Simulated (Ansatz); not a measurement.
## Electronic structure of C2H9NOSi in real space

The calculation's input:

```
crystal:
  periodic: [false, false, false]
  atoms:
    - {symbol: C, position_ang: [-0.796521, 1.843291, 0.050161]}
    - {symbol: O, position_ang: [0.291573, 1.234090, 0.689676]}
    - {symbol: C, position_ang: [0.014863, -0.071334, 1.144874]}
    - {symbol: N, position_ang: [-0.219191, -1.043354, 0.121789]}
    - {symbol: Si, position_ang: [1.000016, -1.507819, -1.009805]}
    - {symbol: H, position_ang: [-0.502716, 2.864375, -0.192246]}
    - {symbol: H, position_ang: [-1.068902, 1.328447, -0.879588]}
    - {symbol: H, position_ang: [-1.679281, 1.874635, 0.705737]}
    - {symbol: H, position_ang: [-0.851791, -0.049459, 1.820723]}
    - {symbol: H, position_ang: [0.901216, -0.351700, 1.718854]}
    - {symbol: H, position_ang: [-1.184409, -1.142463, -0.148397]}
    - {symbol: H, position_ang: [2.252088, -1.737700, -0.243841]}
    - {symbol: H, position_ang: [1.290271, -0.512023, -2.080473]}
    - {symbol: H, position_ang: [0.539887, -2.758087, -1.668663]}
basis:
  gaussian: {orbitals: def2-TZVPP}
hamiltonian: {xc: pbe0, dispersion: d4}
output: {orbitals: {seedname: orbitals}}
```

Command:

```sh
ansatz run in.yaml --threads 4 --pin off --events-out ev --progress --plain --max-ram 10444MiB
```

Geometry: PBE0-D4/def2-TZVP.

Computed with RKS PBE0-D4/def2-TZVPP (Ansatz 0.2.0).

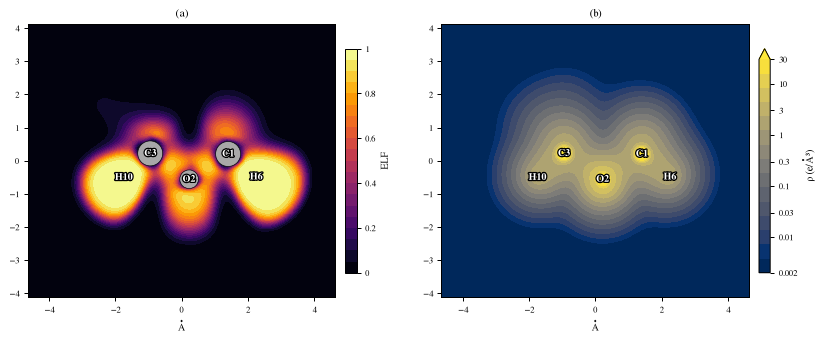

Figure 1. (a) electron localisation function; (b) electron density on the plane of atoms C1, O2 and C3. Grey discs cover the atomic cores in the ELF map.

Read the bonding off the picture.

Answer. The plane passes through C, O and H nuclei.
C–O (1.40 Å): ρ is about 2.1 e/Å³ halfway, with its minimum of 1.8 e/Å³ about 0.5 Å from C; the ELF peaks at about 0.90 between the atoms (a shared but strongly polarised pair).
C–H (1.09 Å): ρ at the midpoint is about 2.1 e/Å³; the ELF climbs to about 1 towards the hydrogen, as it does in any bond to H: an ordinary covalent bond to hydrogen.
The ELF also peaks beside O2, away from the bonds: lone-pair regions.

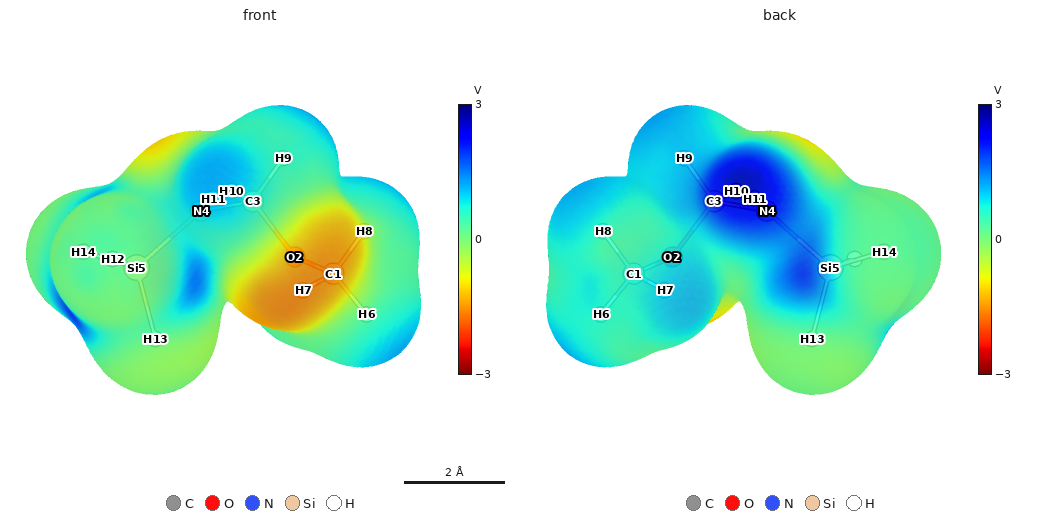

Figure 2. The molecular electrostatic potential painted on the density surface at 0.004 e/bohr³, seen from the front and from behind; the colour scale runs from red (negative) to blue (positive).

Which sites attract a positive test charge, and which a negative one?

Answer. A positive charge is drawn to the negative regions and a negative charge to the positive ones. The most negative region (about −1.6 V) lies over O2, the most positive (about +2.6 V) over H11. O2 is the likeliest acceptor of a hydrogen bond.

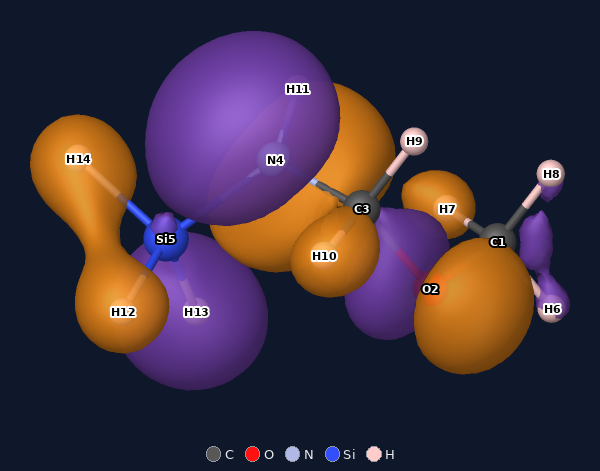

Figure 3. The HOMO at ±0.08 Å⁻³ᐟ² (orange and purple are the two phases), seen from one side.

Describe this orbital and give its energy.

Answer. It lies mainly on N4 (about 50 %), O2 (about 15 %), Si5 (about 10 %) and H13 (about 5 %). Its energy is −7.29 eV.
